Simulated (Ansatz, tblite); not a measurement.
# (CuF)2 ring (Cu₂F₂): removing and adding an electron

Aim: the energy of removing and adding an electron for (CuF)2 ring (Cu₂F₂), by energy differences, and how well orbital energies stand in for it.

Computed with Ansatz 0.2.0, Gaussian basis. Level: as each input shows.

Levels to be run: charge +1 doublet, at the geometry of the singlet (PBE0-D4/def2-TZVP, PBE-D4/def2-TZVP, r2SCAN-D4/def2-TZVP); charge -1 doublet, at the geometry of the singlet (PBE0-D4/def2-TZVPD, PBE-D4/def2-TZVPD, r2SCAN-D4/def2-TZVPD); the starting singlet's energies come from earlier runs.

### Step 1. The geometry

The singlet was relaxed beforehand with PBE0-D4/def2-SVP.

4 atoms, charge 0, spin multiplicity 1.

Atoms are counted from 1 here; the program's logs count them from 0.

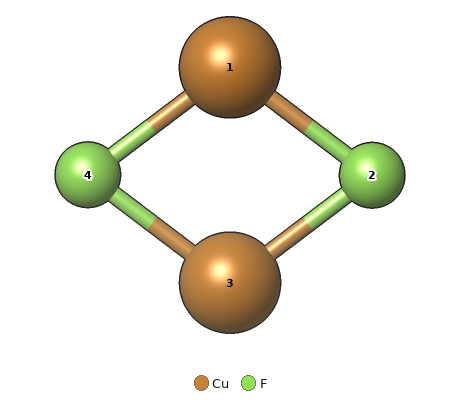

The structure; copper orange, fluorine green; atoms are numbered from 1 in the order of the file.

No spin-orbit coupling is included.

### Step 2. Charge +1 doublet at the fixed geometry, first pass, PBE0-D4/def2-SVP

The input, in.yaml:

```yaml
crystal:
  periodic: [false, false, false]
  atoms:
    - {symbol: Cu, position_ang: [-0.013375, -1.111670, 0.410714]}
    - {symbol: F, position_ang: [-1.165715, 0.371794, 0.968411]}
    - {symbol: Cu, position_ang: [0.013376, 1.111659, -0.410712]}
    - {symbol: F, position_ang: [1.165714, -0.371784, -0.968413]}
basis:
  gaussian: {orbitals: def2-SVP}
total_charge: 1
magnetization: {spin_polarized: true, initial_magnetization: 1}
hamiltonian: {xc: pbe0, dispersion: d4}
output: {orbitals: {seedname: orbitals}}
```

The run is started by

```console
ansatz run in.yaml --threads 4 --pin off --events-out ev --progress --plain --max-ram 3916MiB
```

What it wrote:

```text
Functional definition: PBE0
  name "PBE0"
  cite "Adamo & Barone, J. Chem. Phys. 110, 6158 (1999) doi:10.1063/1.478522"
  cite "Perdew, Burke & Ernzerhof, Phys. Rev. Lett. 77, 3865 (1996) doi:10.1103/PhysRevLett.77.3865"
  parent pbe
  parameter a = 0.25
  parameter kappa = 0.804
  parameter beta = 0.06672455060314922
  exchange = (1 - a)*pbe_x(kappa = kappa, mu = beta*pi^2/3) + a*exact_x
  correlation = pbe_c(beta = beta)
956 factors; integrals over basis functions are off by at most 9.6e-4 eV
mean field evaluation 1: about -94659.0783 eV, gradient 6.7e1 eV
mean field evaluation 2: about -94566.5485 eV, gradient 2.0e2 eV
mean field evaluation 4: about -94671.7770 eV, gradient 1.5e1 eV
mean field evaluation 8: about -94672.5943 eV, gradient 8.2e-1 eV
mean field evaluation 16: about -94672.5975 eV, gradient 2.2e-3 eV
mean field evaluation 32: about -94672.5975 eV, gradient 3.0e-5 eV
mean field -94672.59750031 eV, -3479.1537867450 hartree, gradient 7.4e-6 eV, S^2 0.755562; 6 other end points of the search recorded, 0 dependent functions left out
reference -94672.59756140 eV, -3479.1537889901 hartree; 38, 37 occupied and 52, 53 virtual orbitals, 956 factors
Total energy: -94672.66298832 eV, -3479.1561933852 hartree
```

It took 5.5 s on 4 threads of Arm Neoverse V2, shared host.

HOMO -13.60 eV, LUMO -11.23 eV (over both spins); ⟨S²⟩ 0.756 (pure: 0.75).

### Step 3. Charge +1 doublet at the fixed geometry, PBE0-D4/def2-TZVP

start.molden holds the orbitals of an earlier run on this state, given as this run's starting guess.

in.yaml: that of step 2 with these lines changed.

```diff
@@ -8,3 +8,3 @@
 basis:
-  gaussian: {orbitals: def2-SVP}
+  gaussian: {orbitals: def2-TZVP, initial_orbitals: start.molden}
 total_charge: 1
@@ -12,2 +12,3 @@
 hamiltonian: {xc: pbe0, dispersion: d4}
+scf: {omitted_lower_state_checks: [starts]}
 output: {orbitals: {seedname: orbitals}}
```

The command is unchanged.

What it wrote (excerpt; [...] marks lines left out):

```text
Functional definition: PBE0
  name "PBE0"
  cite "Adamo & Barone, J. Chem. Phys. 110, 6158 (1999) doi:10.1063/1.478522"
  cite "Perdew, Burke & Ernzerhof, Phys. Rev. Lett. 77, 3865 (1996) doi:10.1103/PhysRevLett.77.3865"
  parent pbe
[...]
1356 factors; integrals over basis functions are off by at most 6.3e-4 eV
[...]
mean field -94691.94260388 eV, -3479.8647061886 hartree, gradient 4.3e-6 eV, S^2 0.756380; 0 other end points of the search recorded, 0 dependent functions left out
reference -94691.94264526 eV, -3479.8647077094 hartree; 38, 37 occupied and 114, 115 virtual orbitals, 1356 factors
Total energy: -94692.00807218 eV, -3479.8671121044 hartree
Checks for a lower state left out: starts
```

Wall time 6.5 s (4 threads of Arm Neoverse V2, shared host); peak memory 0.55 GiB.

From the report: HOMO -13.80 eV, LUMO -11.49 eV (over both spins); ⟨S²⟩ 0.756 (pure: 0.75).

### Step 4. Charge +1 doublet at the fixed geometry, PBE-D4/def2-TZVP

in.yaml: that of step 3 with these lines changed.

```diff
@@ -11,3 +11,3 @@
 magnetization: {spin_polarized: true, initial_magnetization: 1}
-hamiltonian: {xc: pbe0, dispersion: d4}
+hamiltonian: {xc: pbe, dispersion: d4}
 scf: {omitted_lower_state_checks: [starts]}
```

Launched as before.

What it wrote:

```text
Functional definition: PBE
  name "PBE"
  cite "Perdew, Burke & Ernzerhof, Phys. Rev. Lett. 77, 3865 (1996) doi:10.1103/PhysRevLett.77.3865"
  parent pbe
  parameter kappa = 0.804
  parameter beta = 0.06672455060314922
  exchange = pbe_x(kappa = kappa, mu = beta*pi^2/3)
  correlation = pbe_c(beta = beta)
these checks for a lower state are left out or cut short: starts
1218 factors; their error is unknown
mean field evaluation 1: about -94692.3499 eV, gradient 9.0e0 eV
mean field evaluation 2: about -94692.5874 eV, gradient 2.6e-1 eV
mean field evaluation 4: about -94692.5329 eV, gradient 6.2e-2 eV
mean field evaluation 8: about -94692.5329 eV, gradient 2.5e-5 eV
mean field -94692.53287880 eV, -3479.8863983919 hartree, gradient 4.4e-6 eV, S^2 0.751830; 0 other end points of the search recorded, 0 dependent functions left out
reference -94692.53293471 eV, -3479.8864004463 hartree; 38, 37 occupied and 114, 115 virtual orbitals, 1218 factors
Total energy: -94692.61157691 eV, -3479.8892904941 hartree
Checks for a lower state left out: starts
```

Run time: 3.1 s. Hardware: 4 threads of Arm Neoverse V2, shared host.

From the report: HOMO -13.03 eV, LUMO -12.48 eV (over both spins); ⟨S²⟩ 0.752 (pure: 0.75).

### Step 5. Charge +1 doublet at the fixed geometry, r2SCAN-D4/def2-TZVP

in.yaml: that of step 4 with these lines changed.

```diff
@@ -11,3 +11,3 @@
 magnetization: {spin_polarized: true, initial_magnetization: 1}
-hamiltonian: {xc: pbe, dispersion: d4}
+hamiltonian: {xc: r2scan, dispersion: d4}
 scf: {omitted_lower_state_checks: [starts]}
```

Launched as before.

What it wrote:

```text
Functional definition: r2SCAN
  name "r2SCAN"
  cite "Furness, Kaplan, Ning, Perdew & Sun, J. Phys. Chem. Lett. 11, 8208 (2020) doi:10.1021/acs.jpclett.0c02405"
  cite "Furness, Kaplan, Ning, Perdew & Sun, J. Phys. Chem. Lett. 11, 9248 (2020) doi:10.1021/acs.jpclett.0c03077"
  parent r2scan
  parameter k0 = 0.174
  parameter k1 = 0.065
  parameter a1 = 4.9479
  exchange = r2scan_x(k0 = k0, k1 = k1, a1 = a1)
  correlation = r2scan_c
these checks for a lower state are left out or cut short: starts
1218 factors; their error is unknown
mean field evaluation 1: about -94708.0309 eV, gradient 5.2e0 eV
mean field evaluation 2: about -94708.0897 eV, gradient 1.1e-1 eV
mean field evaluation 4: about -94708.0343 eV, gradient 6.5e-4 eV
mean field evaluation 8: about -94708.0343 eV, gradient 1.2e-5 eV
mean field -94708.03427962 eV, -3480.4560643646 hartree, gradient 1.3e-5 eV, S^2 0.753780; 0 other end points of the search recorded, 0 dependent functions left out
reference -94708.03430272 eV, -3480.4560652138 hartree; 38, 37 occupied and 114, 115 virtual orbitals, 1218 factors
Total energy: -94708.04986704 eV, -3480.4566371920 hartree
Checks for a lower state left out: starts
```

Wall time 7 s (4 threads of Arm Neoverse V2, shared host).

Report: HOMO -12.96 eV, LUMO -12.28 eV (over both spins); ⟨S²⟩ 0.754 (pure: 0.75).

### Step 6. Vertical ionisation energy

Charged state less starting state, singlet to doublet; the starting state's energies are those of its earlier runs.

| level | vertical ionisation energy (eV) | time |
| --- | --- | --- |
| PBE-D4/def2-TZVP | +8.62 | 4.3 s |
| r2SCAN-D4/def2-TZVP | +8.53 | 9.9 s |
| PBE0-D4/def2-TZVP | +8.99 | 9.3 s |

Times add the two runs; a level without a time comes out of a correlated run.

Beside −ε(HOMO) of the starting state:

| level | −ε(HOMO) (eV) | by difference (eV) | mismatch (eV) |
| --- | --- | --- | --- |
| PBE-D4/def2-TZVP | 4.86 | 8.62 | -3.76 |
| r2SCAN-D4/def2-TZVP | 4.89 | 8.53 | -3.63 |
| PBE0-D4/def2-TZVP | 6.63 | 8.99 | -2.36 |

### Step 7. Charge -1 doublet at the fixed geometry, first pass, PBE0-D4/def2-SVP

in.yaml: that of step 5 with these lines changed.

```diff
@@ -8,7 +8,6 @@
 basis:
-  gaussian: {orbitals: def2-TZVP, initial_orbitals: start.molden}
-total_charge: 1
+  gaussian: {orbitals: def2-SVP}
+total_charge: -1
 magnetization: {spin_polarized: true, initial_magnetization: 1}
-hamiltonian: {xc: r2scan, dispersion: d4}
-scf: {omitted_lower_state_checks: [starts]}
+hamiltonian: {xc: pbe0, dispersion: d4}
 output: {orbitals: {seedname: orbitals}}
```

The command is unchanged.

What it wrote (excerpt; [...] marks lines left out):

```text
Functional definition: PBE0
  name "PBE0"
  cite "Adamo & Barone, J. Chem. Phys. 110, 6158 (1999) doi:10.1063/1.478522"
  cite "Perdew, Burke & Ernzerhof, Phys. Rev. Lett. 77, 3865 (1996) doi:10.1103/PhysRevLett.77.3865"
  parent pbe
[...]
956 factors; integrals over basis functions are off by at most 9.6e-4 eV
[...]
mean field -94681.16353842 eV, -3479.4685828392 hartree, gradient 2.0e-5 eV, S^2 0.762480; 8 other end points of the search recorded, 0 dependent functions left out
reference -94681.16356956 eV, -3479.4685839837 hartree; 39, 38 occupied and 51, 52 virtual orbitals, 956 factors
Total energy: -94681.24159191 eV, -3479.4714512520 hartree
```

It took 8.5 s on 4 threads of Arm Neoverse V2, shared host.

HOMO 1.46 eV, LUMO 2.93 eV (over both spins); ⟨S²⟩ 0.762 (pure: 0.75). Doubts: highest occupied level lies above zero.

### Step 8. Charge -1 doublet at the fixed geometry, PBE0-D4/def2-TZVPD

in.yaml: that of step 7 with these lines changed.

```diff
@@ -8,3 +8,3 @@
 basis:
-  gaussian: {orbitals: def2-SVP}
+  gaussian: {orbitals: def2-TZVPD, initial_orbitals: start.molden}
 total_charge: -1
@@ -12,2 +12,3 @@
 hamiltonian: {xc: pbe0, dispersion: d4}
+scf: {omitted_lower_state_checks: [starts]}
 output: {orbitals: {seedname: orbitals}}
```

Launched as before.

What it wrote:

```text
Functional definition: PBE0
  name "PBE0"
  cite "Adamo & Barone, J. Chem. Phys. 110, 6158 (1999) doi:10.1063/1.478522"
  cite "Perdew, Burke & Ernzerhof, Phys. Rev. Lett. 77, 3865 (1996) doi:10.1103/PhysRevLett.77.3865"
  parent pbe
  parameter a = 0.25
  parameter kappa = 0.804
  parameter beta = 0.06672455060314922
  exchange = (1 - a)*pbe_x(kappa = kappa, mu = beta*pi^2/3) + a*exact_x
  correlation = pbe_c(beta = beta)
these checks for a lower state are left out or cut short: starts
1490 factors; their error is unknown
mean field evaluation 1: about -94696.4549 eV, gradient 1.4e2 eV
mean field evaluation 2: about -94700.8237 eV, gradient 7.0e0 eV
mean field evaluation 4: about -94701.6058 eV, gradient 8.8e-2 eV
mean field evaluation 8: about -94701.8518 eV, gradient 2.5e-5 eV
mean field -94701.85183733 eV, -3480.2288638014 hartree, gradient 2.5e-5 eV, S^2 0.760041; 0 other end points of the search recorded, 0 dependent functions left out
reference -94701.85186670 eV, -3480.2288648806 hartree; 39, 38 occupied and 137, 138 virtual orbitals, 1490 factors
Total energy: -94701.92988905 eV, -3480.2317321489 hartree
Checks for a lower state left out: starts
```

Run time: 6.5 s. Hardware: 4 threads of Arm Neoverse V2, shared host; peak memory 0.69 GiB.

From the report: HOMO 0.72 eV, LUMO 2.16 eV (over both spins); ⟨S²⟩ 0.760 (pure: 0.75). Doubts: highest occupied level lies above zero.

### Step 9. Charge -1 doublet at the fixed geometry, PBE-D4/def2-TZVPD

in.yaml: that of step 8 with these lines changed.

```diff
@@ -11,3 +11,3 @@
 magnetization: {spin_polarized: true, initial_magnetization: 1}
-hamiltonian: {xc: pbe0, dispersion: d4}
+hamiltonian: {xc: pbe, dispersion: d4}
 scf: {omitted_lower_state_checks: [starts]}
```

The command is unchanged.

What it wrote:

```text
Functional definition: PBE
  name "PBE"
  cite "Perdew, Burke & Ernzerhof, Phys. Rev. Lett. 77, 3865 (1996) doi:10.1103/PhysRevLett.77.3865"
  parent pbe
  parameter kappa = 0.804
  parameter beta = 0.06672455060314922
  exchange = pbe_x(kappa = kappa, mu = beta*pi^2/3)
  correlation = pbe_c(beta = beta)
these checks for a lower state are left out or cut short: starts
1332 factors; their error is unknown
mean field evaluation 1: about -94702.2184 eV, gradient 9.2e0 eV
mean field evaluation 2: about -94702.5195 eV, gradient 6.0e-1 eV
mean field evaluation 4: about -94702.4979 eV, gradient 5.4e-2 eV
mean field evaluation 8: about -94702.4979 eV, gradient 2.5e-5 eV
mean field -94702.49793253 eV, -3480.2526073617 hartree, gradient 2.5e-5 eV, S^2 0.767868; 0 other end points of the search recorded, 0 dependent functions left out
reference -94702.49797064 eV, -3480.2526087624 hartree; 39, 38 occupied and 137, 138 virtual orbitals, 1332 factors
Total energy: -94702.59175974 eV, -3480.2560554482 hartree
Checks for a lower state left out: starts
```

Wall time 3.4 s (4 threads of Arm Neoverse V2, shared host).

Report: HOMO 0.98 eV, LUMO 1.50 eV (over both spins); ⟨S²⟩ 0.768 (pure: 0.75). Doubts: highest occupied level lies above zero.

### Step 10. Charge -1 doublet at the fixed geometry, r2SCAN-D4/def2-TZVPD

in.yaml: that of step 9 with these lines changed.

```diff
@@ -11,3 +11,3 @@
 magnetization: {spin_polarized: true, initial_magnetization: 1}
-hamiltonian: {xc: pbe, dispersion: d4}
+hamiltonian: {xc: r2scan, dispersion: d4}
 scf: {omitted_lower_state_checks: [starts]}
```

Launched as before.

What it wrote:

```text
Functional definition: r2SCAN
  name "r2SCAN"
  cite "Furness, Kaplan, Ning, Perdew & Sun, J. Phys. Chem. Lett. 11, 8208 (2020) doi:10.1021/acs.jpclett.0c02405"
  cite "Furness, Kaplan, Ning, Perdew & Sun, J. Phys. Chem. Lett. 11, 9248 (2020) doi:10.1021/acs.jpclett.0c03077"
  parent r2scan
  parameter k0 = 0.174
  parameter k1 = 0.065
  parameter a1 = 4.9479
  exchange = r2scan_x(k0 = k0, k1 = k1, a1 = a1)
  correlation = r2scan_c
these checks for a lower state are left out or cut short: starts
1332 factors; their error is unknown
mean field evaluation 1: about -94717.7100 eV, gradient 5.2e0 eV
mean field evaluation 2: about -94717.8428 eV, gradient 7.7e-1 eV
mean field evaluation 4: about -94717.8224 eV, gradient 9.3e-2 eV
mean field evaluation 8: about -94717.8224 eV, gradient 1.1e-5 eV
mean field -94717.82244115 eV, -3480.8157726663 hartree, gradient 1.1e-5 eV, S^2 0.817810; 0 other end points of the search recorded, 0 dependent functions left out
reference -94717.82246764 eV, -3480.8157736397 hartree; 39, 38 occupied and 137, 138 virtual orbitals, 1332 factors
Total energy: -94717.84124902 eV, -3480.8164638428 hartree
Checks for a lower state left out: starts
```

Run time: 8.5 s. Hardware: 4 threads of Arm Neoverse V2, shared host.

HOMO 0.82 eV, LUMO 1.55 eV (over both spins); ⟨S²⟩ 0.818 (pure: 0.75). Doubts: highest occupied level lies above zero.

### Step 11. Vertical electron affinity

Starting state less charged state (positive: the electron is bound), singlet to doublet; the starting state's energies are those of its earlier runs.

| level | vertical electron affinity (eV) | time |
| --- | --- | --- |
| PBE-D4/def2-TZVPD | +1.21 | 5.1 s |
| r2SCAN-D4/def2-TZVPD | +1.12 | 12 s |
| PBE0-D4/def2-TZVPD | +0.79 | 9.3 s |

Times add the two runs; a level without a time comes out of a correlated run.

Beside −ε(LUMO) of the starting state:

| level | −ε(LUMO) (eV) | by difference (eV) | mismatch (eV) |
| --- | --- | --- | --- |
| PBE-D4/def2-TZVPD | 3.47 | 1.21 | +2.26 |
| r2SCAN-D4/def2-TZVPD | 3.10 | 1.12 | +1.97 |
| PBE0-D4/def2-TZVPD | 2.32 | 0.79 | +1.53 |

### Step 12. What came out

| quantity | value |
| --- | --- |
| vertical ionisation energy, functionals in def2-TZVP | 8.53 (r2SCAN-D4) to 8.99 eV (PBE0-D4) |
| vertical electron affinity, functionals in def2-TZVPD | 0.79 (PBE0-D4) to 1.21 eV (PBE-D4) |

What this shows: The vertical ionisation energy spans 8.53 to 8.99 eV over the functionals. −ε(HOMO) misses the level's own difference by -2.36 eV at best (PBE0-D4) and -3.76 eV at worst (PBE-D4). The vertical electron affinity spans 0.79 to 1.21 eV over the functionals. The anion's highest level lies above zero where self-interaction lifts it, so diffuse functions weigh on these values. −ε(LUMO) misses the level's own difference by +1.53 eV at best (PBE0-D4) and +2.26 eV at worst (PBE-D4). The charged states' spins were chosen beforehand and needn't be their lowest.

The anion's highest level is positive in at least one run, so there the basis alone may hold the extra electron.
